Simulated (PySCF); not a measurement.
C$_{2}$H$_{3}$NO$_{2}$, SMILES `NC(=O)C=O`.

Level of theory: TPSSh/6-311+G** (PySCF), at a geometry from GFN2-xTB. No frequency check shows the geometry to be a minimum.

Cartesian coordinates (Å):

```
N1       0.6232    1.2314    0.0000
C2       0.5565   -0.1106    0.0000
O3       1.5013   -0.8668    0.0000
C4      -0.8857   -0.6148    0.0000
O5      -1.8386    0.1141    0.0000
H6       1.5105    1.7052    0.0000
H7      -0.2334    1.7625    0.0000
H8      -0.9657   -1.7139    0.0000
```

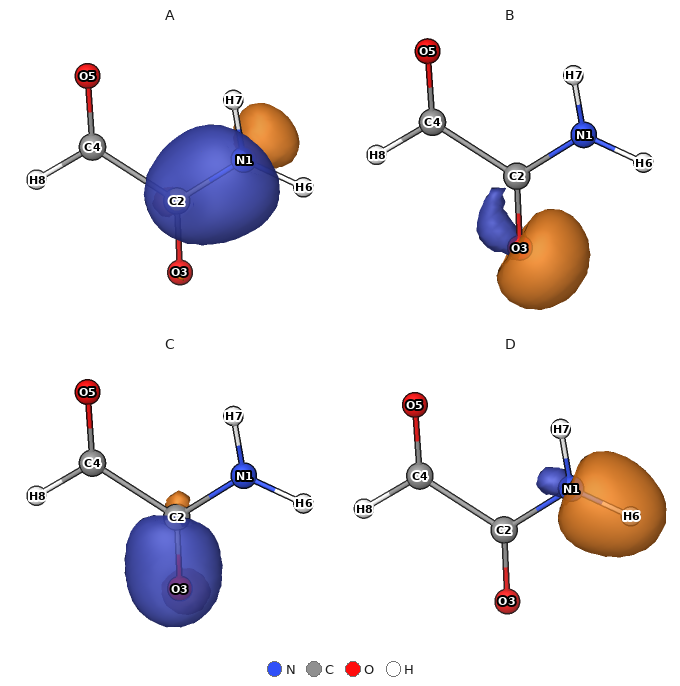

Localised orbitals, occupied; each surface holds about 80 % of the orbital's density. Energies are diagonal elements of the Fock matrix.

Question: What does each orbital represent in a Lewis picture?

Answer: By panel:
- A: bent (banana) bond N1–C2 (N1 70 %, C2 28 %; −14.7 eV)
- B: lone pair on O3 (sp1.9-type) (O3 95 %, C2 3 %; −12.4 eV)
- C: bent (banana) bond O3–C2 (O3 64 %, C2 34 %; −16.8 eV)
- D: σ bond N1–H6 (N1 63 %, H6 36 %; −17.4 eV)

Question: Which localisation scheme gives orbitals like these: Pipek–Mezey, IBO or Foster–Boys?

Answer: Foster–Boys: it mixes σ and π into equivalent bent bonds, while the other two keep them apart.

Cost of the run: 28 s on 1 thread of Arm Neoverse V2 (shared host), peak memory 0.59 GiB.
